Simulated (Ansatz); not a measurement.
# Calculations on CH7BFNO

## 1. Relaxation

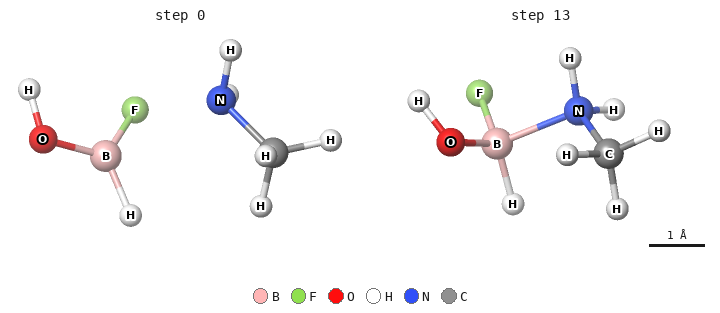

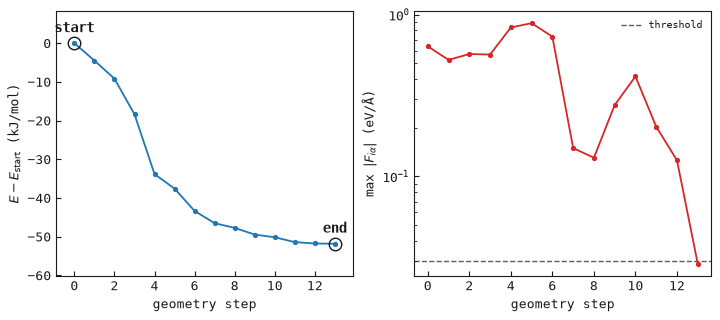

First and last geometry of a relaxation of CH7BFNO, with the history of the run. The picture is a ball-and-stick view, seen at a tilt.

The run prepares an end point of a later path (reaction) calculation, from a guessed geometry.

These are results of RKS r2SCAN-D4/6-31G* (Ansatz 0.2.0), not measurements.

Input
```yaml
crystal:
  periodic: [false, false, false]
  atoms:
    - { symbol: B, position_ang: [0.087106, -0.475948, -0.306459] }
    - { symbol: F, position_ang: [-0.223997, -0.627256, 0.98557] }
    - { symbol: O, position_ang: [1.291052, -0.877359, -0.775895] }
    - { symbol: H, position_ang: [1.877976, -1.135292, -0.049129] }
    - { symbol: H, position_ang: [-0.75229, -0.115276, -1.078169] }
    - { symbol: "N", position_ang: [0.268331, 2.082935, 0.670934] }
    - { symbol: H, position_ang: [0.94044, 2.526332, 1.295218] }
    - { symbol: C, position_ang: [-0.543986, 3.095252, -0.002139] }
    - { symbol: H, position_ang: [-1.23423, 2.599945, -0.691444] }
    - { symbol: H, position_ang: [-1.131235, 3.748446, 0.666814] }
    - { symbol: H, position_ang: [0.119591, 3.730311, -0.598893] }
    - { symbol: H, position_ang: [-0.327958, 1.478608, 1.265691] }
basis:
  gaussian: { orbitals: "6-31G*" }
hamiltonian:
  xc: r2scan
  dispersion: d4
relax:
  f_tol: 0.03
  max_steps: 50
```

Command:
```bash
ansatz run input.yaml --threads 2 --pin off --max-ram 3072MiB --backend cpu --events-out ev --progress --plain --runs-dir out
```

**What do the curves and the structures tell?**

It converged. The energy falls by 51.8 kJ/mol in 13 geometry steps. The largest force component goes from 0.64 to 0.029 eV/Å. The largest moves after the best rigid fit, 1.14 Å, are those of O3 and H11. Largest moves by element: O 1.14 Å, H 1.13 Å, B 0.66 Å, N 0.65 Å, C 0.46 Å, F 0.43 Å. Near-neighbour distances that change, for instance: B1–N6 2.745 → 1.713 Å, B1–O3 1.353 → 1.422 Å, B1–F2 1.338 → 1.398 Å, B1–H5 1.196 → 1.218 Å. New bonds form, among them: B1–N6 (2.75 → 1.71 Å). Bond angles that change, for instance: F2–B1–O3 120.6° → 114.4°, O3–B1–H5 119.3° → 114.9°, F2–B1–H5 119.6° → 115.7°. The run took 45 s on 2 threads of Arm Neoverse V2 (shared host), peak memory 0.2 GiB.

```tsv
step	E − E(0), kJ/mol	largest force component, eV/Å
0	0.00	0.6371
1	-4.48	0.5258
2	-9.16	0.5715
3	-18.37	0.5672
4	-33.82	0.8343
5	-37.57	0.8862
6	-43.34	0.7316
7	-46.50	0.1499
8	-47.71	0.1305
9	-49.44	0.2765
10	-50.13	0.4155
11	-51.38	0.2032
12	-51.74	0.1259
13	-51.81	0.0289
```

## 2. Relaxation

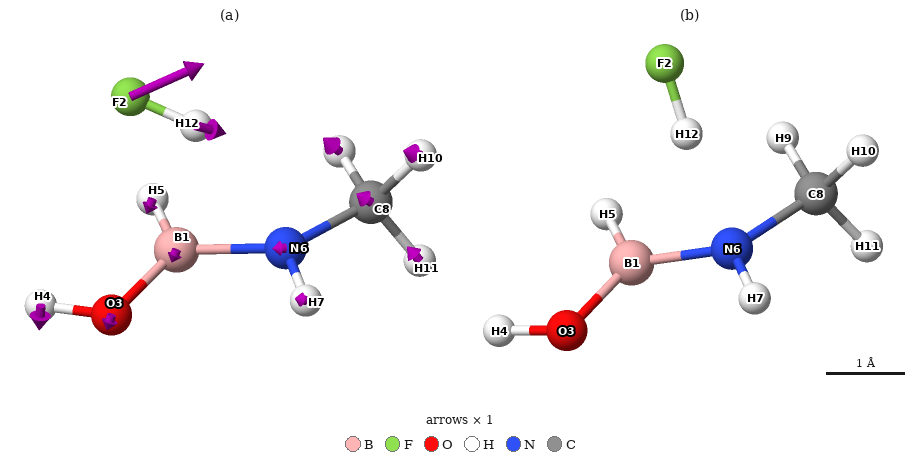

The structure of CH₇BFNO before (left) and after (right) a relaxation, at one scale. The purple arrows give the displacements, at their true length.

A ball-and-stick model, seen at a tilt.

The run prepares an end point of a later path (reaction) calculation, from a guessed geometry.

The calculation used Ansatz 0.2.0, RKS r2SCAN-D4/6-31G*. Set-up: no spin polarisation; force threshold 0.03 eV/Å; at most 50 steps.

### What changed between the two?

Over 14 accepted moves (17 points after the start) the energy falls by 19.4 kJ/mol. The largest force component goes from 2 to 0.013 eV/Å. The line search rejected the trial steps at points 10, 11, 13 of the run. The forces were under the threshold at step 15, but the run went on from there. The largest move after the best rigid fit is that of F2, 1.06 Å. By element the largest moves are F 1.06 Å, H 0.49 Å, C 0.25 Å, O 0.22 Å, N 0.19 Å, B 0.18 Å. Near-neighbour distances that change, for instance: B1–N6 1.484 → 1.423 Å, F2–H12 0.934 → 0.955 Å, N6–C8 1.452 → 1.460 Å, C8–H10 1.101 → 1.096 Å.

Limits of the set-up: the start holds two separate molecules, 2.3 Å apart at their closest, whose relative position is a soft coordinate.

## 3. Path

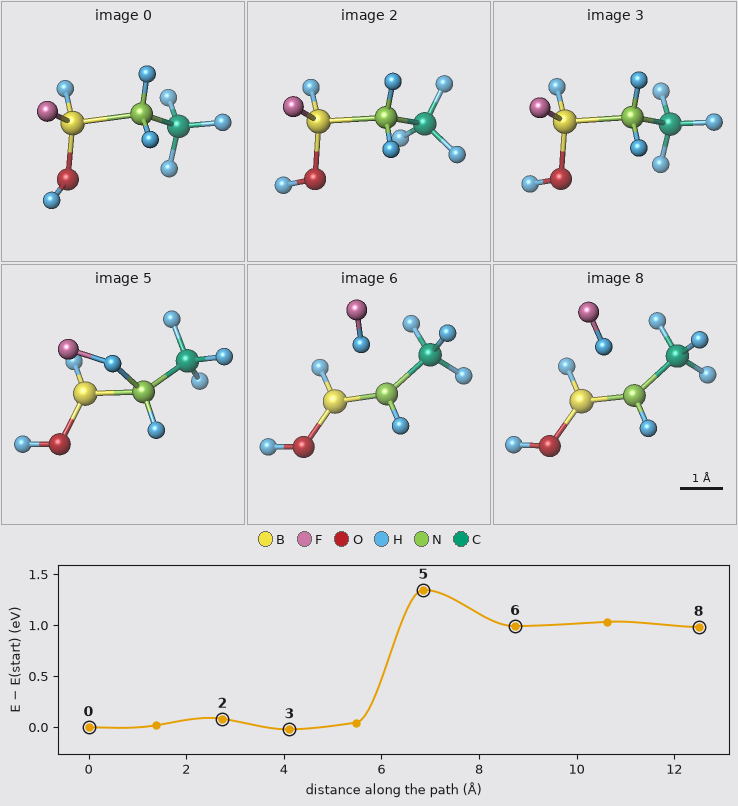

A search for the minimum-energy path of CH$_{7}$BFNO by the nudged elastic band. Images are numbered from 0 (start) to 8 (end). A ball-and-stick model, seen at a tilt.

The calculation used RKS r2SCAN-D4/6-31G* (Ansatz). Settings: 7 movable images; climbing image; force threshold 0.05 eV/Å; iteration limit 48; starting path through a guess of the saddle point.

Question: Describe the mechanism and the energy profile.

Answer: The path has more than one stage, and so few images may leave a stage unresolved. Breaking: B–F (1.40 → 2.97 Å), H–N (1.02 → 1.78 Å). Forming: F–H (2.61 → 0.96 Å). The highest point, image 5, lies 1.35 eV above the start and 0.36 eV above the end; the end is at +0.98 eV relative to the start. Image 3 lies below both ends, at −0.02 eV, which points to an intermediate minimum that so few images don't resolve. The profile has 3 maxima (images 2, 5, 7) with a dip at image 3, 6 (−0.02 eV, +0.99 eV), so the process runs in steps. The band converged in 30 iterations. The largest component of the band force went from 7.7 to 0.0086 eV/Å. The climbing image converged on the top of the path. Its vibrational analysis gives one imaginary mode (668i cm⁻¹), as a transition state must have.

Cost: 9.3 min on 2 threads of Arm Neoverse V2, with other jobs on the host, peak memory 0.15 GiB.
